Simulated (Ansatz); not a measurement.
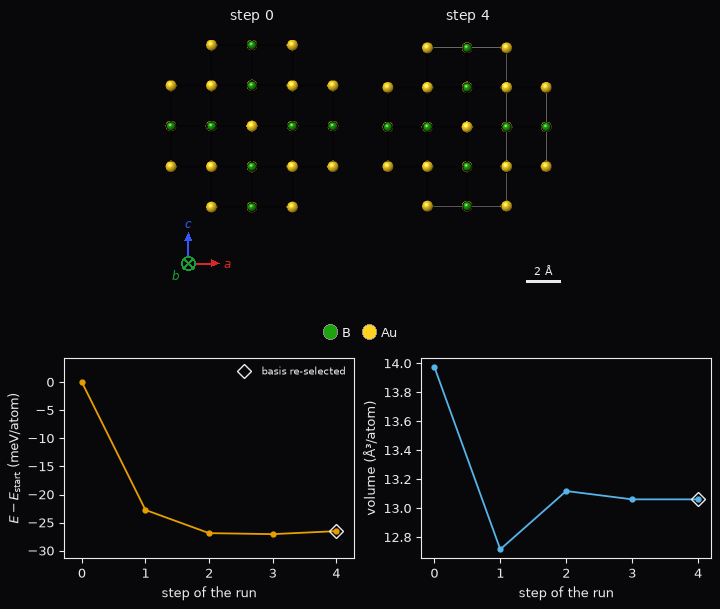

First and last geometry of a relaxation of solid BAu (a generated structure, set up in Fm-3m) (coarse preliminary run), with the history of the run. Style: ball-and-stick. Shown: the conventional cell (4 times the calculation's cell), along the b axis. Lengths and directions refer to the drawn axes.

All numbers below come from DFT PBE, scalar-relativistic, plane waves, PAW (Ansatz 0.2.0).

The input:
```yaml
crystal:
  lattice:
    - [0.0, 2.40874711, 2.40874711]
    - [2.40874711, 0.0, 2.40874711]
    - [2.40874711, 2.40874711, 0.0]
  atoms:
    - { symbol: B, position: [0.0, 0.0, 0.0] }
    - { symbol: Au, position: [0.5, 0.5, 0.5] }
basis:
  ecutwfc: 420
kpoints:
  mp_grid: { grid: [6, 6, 6] }
hamiltonian:
  xc: pbe
scf:
  occupations: { method: gaussian, width: 0.1 }
  lower_state_search: "off"
output:
  forces: true
  stress: true
  eigenvalues: true
relax:
  adjacent_minimum: "off"
  f_tol: 0.04
  max_steps: 70
  cell: { stress_tol: 0.4 }
```

Launched with:
```bash
ansatz run input.yaml --threads 1 --pin off --max-ram 2048MiB --backend cpu --events-out ev --progress --plain --runs-dir out
```

Read the history and describe the run.

Answer. It converged. Over 3 accepted moves (4 points after the start) the energy falls by 26.5 meV per atom. All forces vanish by symmetry, so only the cell relaxes. The pressure goes from −8.57 to −0.08 GPa. At 1 point the geometry stayed and the basis and grid were re-selected for the new cell (energy shift of 0.5 meV per atom at most each time). The atoms keep their places relative to the cell (all moves are under 0.005 Å). The drawn cell changes as follows: a = b = c 4.817 → 4.710 Å (−2.2 %); the volume changes by −6.5 %. Some distances before and after: B1–Au2 2.409 → 2.355 Å. The space group stays Fm-3m (No. 225).
